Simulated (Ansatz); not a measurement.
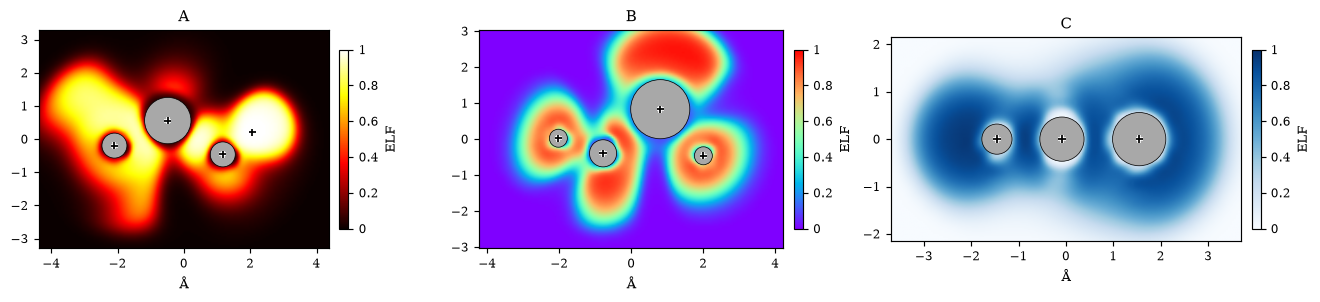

The ELF of 3 systems, each on a plane through atoms (crosses mark nuclei in the plane; grey discs cover the cores).

Theory: isolated molecule in a Gaussian basis; Kohn-Sham density functional theory, functional PBE0 in Ansatz 0.2.0.

System 1: BNS (triplet), a plane that holds the molecular axis. Geometry: PBE0-D4/def2-TZVP; ⟨S²⟩ = 2.05, above the pure value of 2.00.

```yaml
atoms:
  - { symbol: B, position_ang: [0.0000, 0.0000, -0.0861] }
  - { symbol: N, position_ang: [0.0000, 0.0000, -1.4584] }
  - { symbol: S, position_ang: [0.0000, 0.0000, 1.5445] }
```

System 2: C₂H₇Si (SMILES [CH2-][SiH2]C) (charge −1), the plane of atoms C1, Si3 and C2. Geometry: B3LYP-D3(BJ)/def2-SVPD; the highest occupied orbital lies above zero, a sign that basis and functional describe the outermost electron poorly.

```xyz
10

C    -0.7553   -0.8798   -1.9198
C    -0.9935    2.1346   -0.6515
Si   -0.1793    0.3708   -0.7958
H    -0.4917   -0.8521   -2.9850
H    -1.6399   -1.4877   -1.6895
H    -0.2375   -0.0644    0.6635
H     1.2708    0.7710   -1.0395
H    -0.9500    2.6648   -1.6188
H    -0.4820    2.7584    0.1082
H    -2.0576    2.0515   -0.3696
```

System 3: CF₂Ge (SMILES F[C]#[Ge][F]) (triplet), the molecular plane. Geometry: B3LYP/6-31G*.

```yaml
atoms:
  - { symbol: C, position_ang: [-0.9857, 1.1021, 0.5122] }
  - { symbol: F, position_ang: [-0.8164, 2.0095, -0.4185] }
  - { symbol: F, position_ang: [-2.1202, -0.8243, 2.1769] }
  - { symbol: Ge, position_ang: [-2.7268, 0.1631, 0.8480] }
```

Which map belongs to which system?

Answer. Panel A is system 2, C₂H₇Si: the plane holds C, Si and H. C–Si (1.78 Å): the ELF peaks at about 0.90 between the atoms, as expected for a covalent bond. Panel B is system 3, CF₂Ge: the plane holds C, F and Ge. C–F (1.31 Å): the ELF peaks at about 0.85 between the atoms, as expected for a polar covalent bond. Panel C is system 1, BNS: the plane holds B, N and S. B–N (1.37 Å): the ELF peaks at about 0.95 between the atoms, as expected for a polar covalent bond.
